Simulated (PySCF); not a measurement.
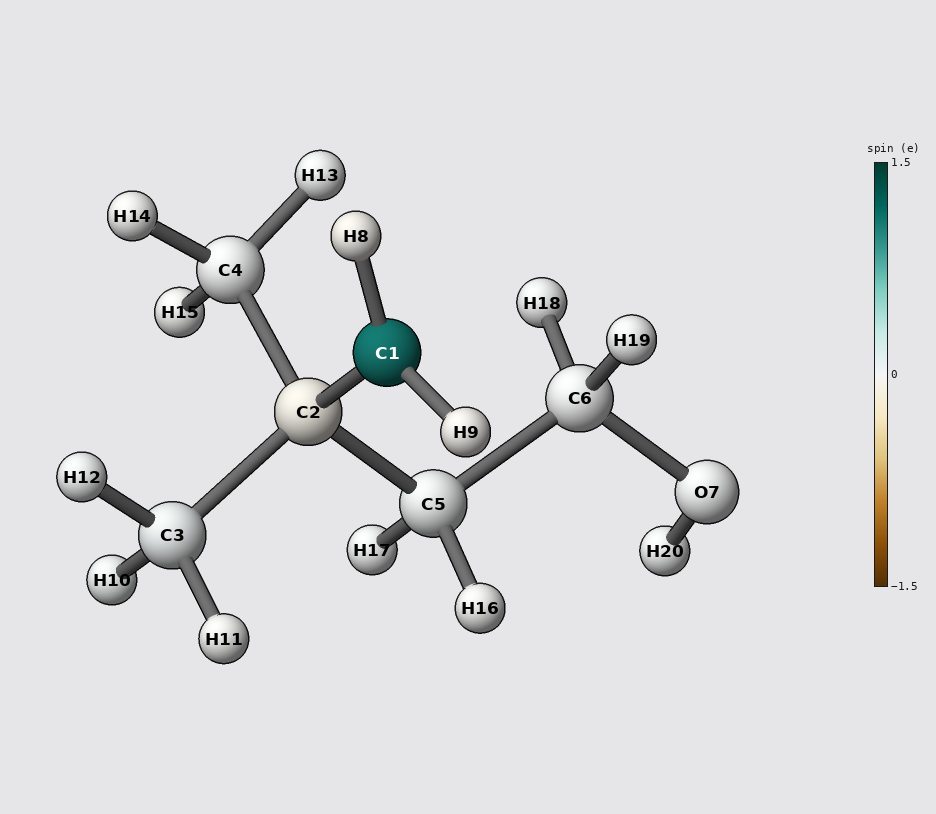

Atoms are coloured by their Mulliken spin populations. Charge 0, doublet. The geometry was computed by an optimisation with GFN2-xTB. No frequency run is at hand to confirm it as a minimum. Method: UKS B3LYP, pcH-1 on C H O, non-relativistic (PySCF 2.14.0).

List the Mulliken spin populations.

| atom | value (e) |
| --- | --- |
| C1 | 1.08 |
| C2 | −0.07 |
| C3 | 0.04 |
| C4 | 0.00 |
| C5 | 0.02 |
| C6 | 0.01 |
| O7 | 0.00 |
| H8 | −0.05 |
| H9 | −0.05 |
| H10 | 0.02 |
| H11 | 0.00 |
| H12 | 0.00 |
| H13 | 0.00 |
| H14 | 0.00 |
| H15 | 0.00 |
| H16 | 0.00 |
| H17 | 0.00 |
| H18 | 0.00 |
| H19 | 0.00 |
| H20 | 0.00 |

Mulliken values depend strongly on the basis set.
